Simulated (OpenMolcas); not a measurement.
## A ladder of methods for CH7BNP (SMILES CB(N)P)

CH7BNP: 11 atoms, total charge 0, spin state singlet. SMILES: `CB(N)P`. Geometry: relaxed at PBE0-D4/def2-TZVP. This is one conformer, not always the lowest.

Each level gives the vertical energy of the triplet above the singlet (eV). The values are calculated.

```csv
level,kind,program,value (eV)
HF/def2-SVP,Hartree–Fock,OpenMolcas,5.52
BLYP/def2-SVP,GGA,OpenMolcas,5.18
PBE/def2-SVP,GGA,OpenMolcas,5.14
M06-L/def2-SVP,meta-GGA,OpenMolcas,5.52
r2SCAN/def2-SVP,meta-GGA,OpenMolcas,5.25
B3LYP/def2-SVP,global hybrid,OpenMolcas,5.42
BHLYP/def2-SVP,global hybrid,OpenMolcas,5.63
M06-2X/def2-SVP,hybrid meta-GGA,OpenMolcas,5.63
```

The values span 5.14 to 5.63 eV. A triplet this far above the singlet is often a Rydberg-like or dissociative state; sets without diffuse functions put Rydberg states too high.

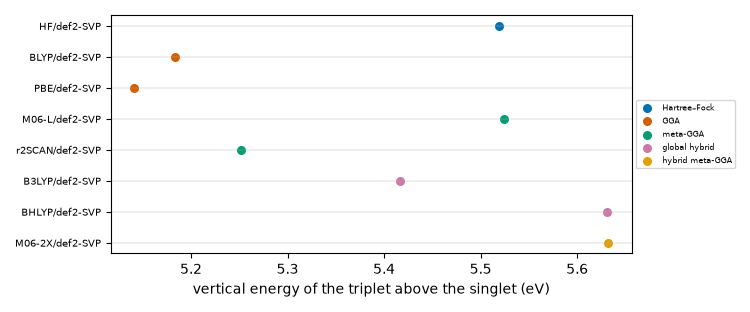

The values of the table, level by level.
